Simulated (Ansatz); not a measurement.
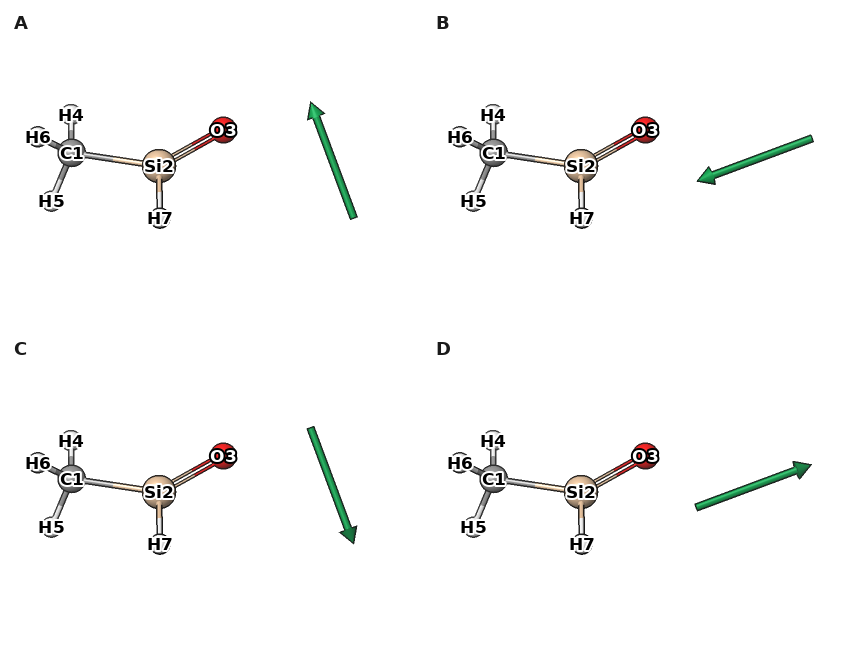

The same molecule four times, each with an arrow. Computed geometry: PBE0-D4/def2-TZVP optimisation. No frequency run is at hand to confirm it as a minimum. Level of theory: RKS PBE0-D4/def2-TZVP (Ansatz 0.2.0).

### Which arrow points along the dipole moment, from the negative to the positive end?

B. The dipole moment is 4.42 D; it points from the side of O3 to the side of H5, H6 (the outermost atoms at the two ends).
